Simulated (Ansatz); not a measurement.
# How thick a slab does the work function of Cu need?

Slabs of Cu from 1 to 13 layers are run on 3 faces. From which thickness on does the work function stay within 0.05 eV of the thickest slab's, and does that depend on the face?

How it was computed: Ansatz 0.2.0, plane waves with PAW datasets (its set soft_2), PBE; symmetric slabs at bulk places and the tabulated experimental lattice constant, 18 Å of vacuum, one k-mesh a face (spacing 0.16 Å⁻¹, 2π included), Fermi-Dirac smearing of 0.1 eV.

Results:

| layers | Cu(100) (eV) | Cu(110) (eV) | Cu(111) (eV) |
| --- | --- | --- | --- |
| 1 | 4.986 | 5.084 | 4.955 |
| 2 | 4.698 | 4.402 | 4.763 |
| 3 | 4.625 | 4.415 | 4.777 |
| 4 | 4.570 | 4.414 | 4.810 |
| 5 | 4.516 | 4.339 | 4.812 |
| 6 | 4.534 | 4.422 | 4.836 |
| 7 | 4.541 | 4.317 | 4.815 |
| 8 | 4.568 | 4.425 | 4.826 |
| 10 | 4.569 | 4.414 | 4.813 |
| 13 | 4.551 | 4.325 | 4.815 |

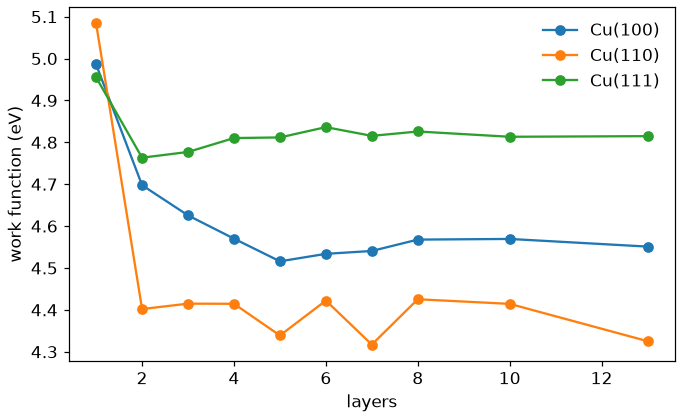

Work function against thickness.

What this shows: Within 0.05 eV of the 13-layer value: Cu(100) from 4 layers on, Cu(110) not before the last slab and Cu(111) from 3 layers on. In length between the outer atoms these thicknesses are 5.4 Å, 15.3 Å or more and 4.2 Å; the faces differ a good deal. From four layers on the values span 0.026 to 0.108 eV, most on Cu(110). Thirteen layers cost about 8 times the CPU time of four.

Caveats: The 13-layer slab is the reference and is itself not proved converged. Thicknesses missing from the table have no sound run at this vacuum, and where values alternate they could fall outside the band. The smearing damps swings with thickness. The slabs are unrelaxed and unreconstructed, and the CPU ratio is rough.
